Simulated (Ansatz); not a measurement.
Diamond, treated with PBE in Ansatz (PAW).

Run with plane-wave cutoff 520 eV, 16×16×16 k mesh, Fermi–Dirac smearing 0.01 eV, scalar-relativistic PAW data made under PBE.

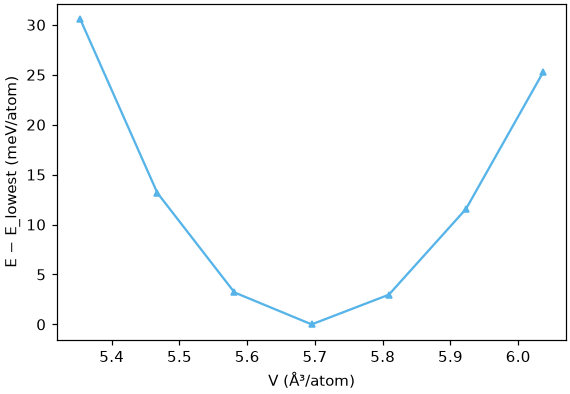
*Total energy against volume*

**Question.** From the curve, estimate the equilibrium volume and the bulk modulus.

**Answer.** V0 ≈ 5.7 Å³/atom and B0 ≈ 430 GPa; the fit gives V0 = 5.695 Å³/atom, B0 = 433 GPa, B′ = 3.7.

Measured, for comparison: bulk modulus 455 GPa (0 K value with the zero-point phonon effect removed; as tabulated in Mejia-Rodriguez and Trickey (2018), arXiv:1807.09216); equilibrium volume per atom 5.61 Å³/atom (static lattice: zero-point anharmonic expansion removed; as tabulated in Mejia-Rodriguez and Trickey (2018), arXiv:1807.09216). Computed (rounded) less measured: bulk modulus -5 %, equilibrium volume per atom +1.6 %.

Computed values are for the static lattice.

The result took roughly 11 core-seconds.

Ansatz is a quantum-chemistry and plane-wave program.
